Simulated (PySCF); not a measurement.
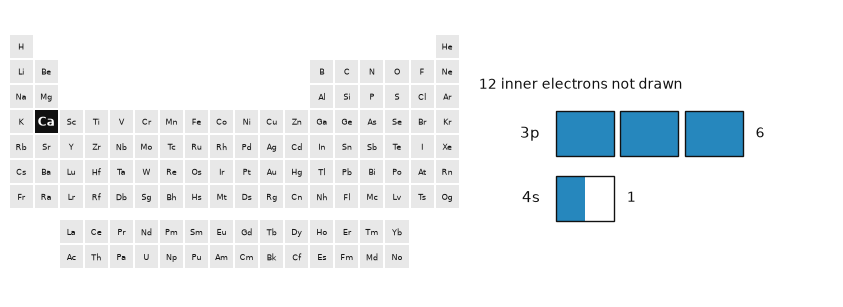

*Left, the place of calcium in the periodic table; right, the outer shells of the nominal configuration: a box for each of the 2l + 1 orbitals, shaded by the share of the shell that is filled, with the electron count at the right.*

**Ca⁺: atomic calculation**

Ca⁺, configuration 1s2 2s2 2p6 3s2 3p6 4s1, multiplicity 2. Computed at this level: unrestricted CCSD(T), aug-cc-pVDZ-X2C, spin-free X2C-1e, Gaussian nucleus (PySCF).

### Input file
```python
from pyscf import gto, scf, dft, mp, cc
import basis_set_exchange as bse
mol = gto.M(atom="Ca 0 0 0", charge=1, spin=1, symmetry="D2h",
            basis=gto.basis.parse(bse.get_basis("aug-cc-pVDZ-X2C", elements=["Ca"], fmt="nwchem", header=False)),
            nucmod="G")
mf = scf.UHF(mol).sfx2c1e()
mf.irrep_nelec = {'Ag': (4, 3), 'B1u': (2, 2), 'B2u': (2, 2), 'B3u': (2, 2)}
mf.kernel()
mycc = cc.CCSD(mf, frozen=0).run()
mycc.ccsd_t()
```

The script is an equivalent of what the driver set up; the driver started from orbitals of its own, so the log can be shorter than this script's would be, and it computed the properties (radii, ⟨L²⟩, response) afterwards. It held the occupations shell by shell, which the script's counts by irreducible representation don't always enforce.

Hardware: 1 thread of Arm Neoverse N1, 15 GiB of memory available, shared host.

Launched within a batch (the task file carries these settings):
```bash
OMP_NUM_THREADS=1 python <driver script> TASK.json OUT
```

### Output (extracts)
```
CC2 = 0
CCSD nocc = (np.int64(10), np.int64(9)), nmo = (36, 36)
frozen orbitals [[], []]
max_cycle = 100
direct = 0
conv_tol = 1e-08
conv_tol_normt = 1e-06
diis_space = 8
diis_start_cycle = 0
Init t2, MP2 energy = -0.0784629298208207
Init E_corr(UCCSD) = -0.078462929882153
cycle = 1  E_corr(UCCSD) = -0.0845943673091141  dE = -0.00613143743  norm(t1,t2) = 0.0206793
cycle = 2  E_corr(UCCSD) = -0.085442789802697  dE = -0.000848422494  norm(t1,t2) = 0.00551206
cycle = 3  E_corr(UCCSD) = -0.0856711626640077  dE = -0.000228372861  norm(t1,t2) = 0.00196033
cycle = 4  E_corr(UCCSD) = -0.0856540809697846  dE = 1.70816942e-05  norm(t1,t2) = 0.000178945
cycle = 5  E_corr(UCCSD) = -0.0856526786776459  dE = 1.40229214e-06  norm(t1,t2) = 2.57051e-05
cycle = 6  E_corr(UCCSD) = -0.0856528125748794  dE = -1.33897233e-07  norm(t1,t2) = 4.59351e-06
cycle = 7  E_corr(UCCSD) = -0.0856527829656678  dE = 2.96092116e-08  norm(t1,t2) = 5.85736e-07
cycle = 8  E_corr(UCCSD) = -0.0856527767357756  dE = 6.22989214e-09  norm(t1,t2) = 1.22074e-07
UCCSD converged
E(UCCSD) = -679.5257401311986  E_corr = -0.08565277673577563
UCCSD(T) correction = -0.000828518489785568
```

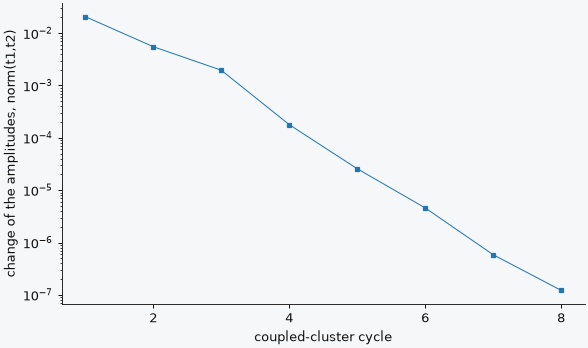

*Convergence: change of the amplitudes, norm(t1,t2) against the coupled-cluster cycle.*

The residual falls at every step. It goes from 0.021 to 1.2×10⁻⁷ in 8 steps.

### Summary

- outcome: converged
- total energy: −679.526569 hartree
- CCSD correlation: −0.085653 hartree
- (T) correction: −0.000829 hartree
- CCSD energy: −679.525740 hartree
- T1 diagnostic: 0.003
- wall time: 4.5 s

### Notes

Limits: all electrons correlated in a basis built for the valence shell.
